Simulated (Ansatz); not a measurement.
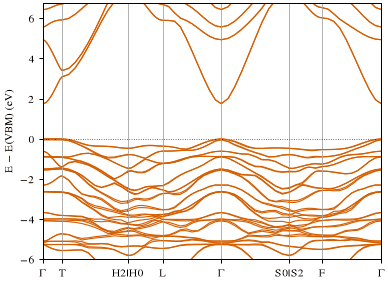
Figure. Band structure from r²SCAN with spin–orbit coupling (plane waves, PAW; program Ansatz)

**Question.** Read off the gap and where the band edges lie.

**Answer.** About 1.7 eV (1.75 eV by a search for the band edges); maximum at Γ, minimum at Γ.

The material is ZnInGaO₄ in space group R3m (No. 160; Pearson symbol hR7).

Symmetry was held in the r²SCAN relaxation.

Potentials: the earlier of the program's two PAW sets. The files were generated under PBE; for other functionals the program regenerates the frozen cores, and for LDA and PBEsol the local potential too.
